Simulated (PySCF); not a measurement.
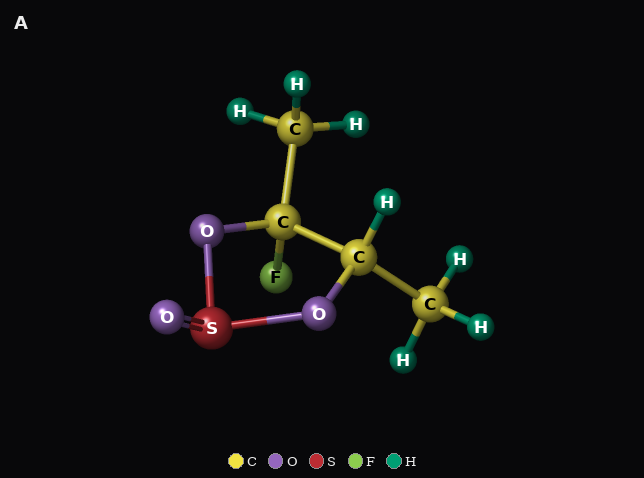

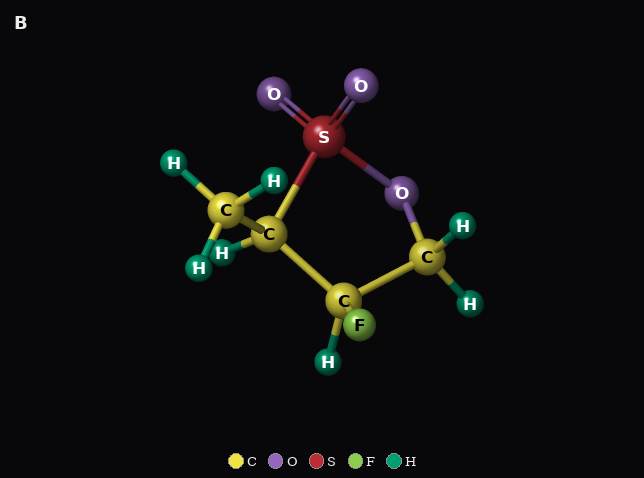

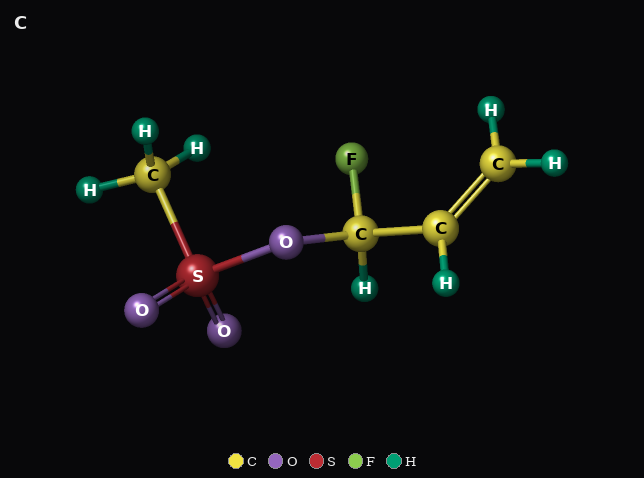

3 stationary structures of one formula. Geometries: GFN2-xTB. Electronic energies: PBE0/pcSseg-1 (PySCF 2.14.0), without zero-point energy. No frequency run is at hand to confirm each as a minimum. Each is one conformer, not always the lowest.

How are they related?

Answer. They are constitutional isomers of C4H7FO3S: A `C[C@@H]1O[S@@](=O)O[C@]1(C)F`, B `C[C@@H]1[C@H](F)COS1(=O)=O`, C `C=C[C@H](F)OS(C)(=O)=O`.

Rank them by energy, lowest first.

Answer. A is lowest; B lies 0.773 eV above it, C lies 1.287 eV above it.
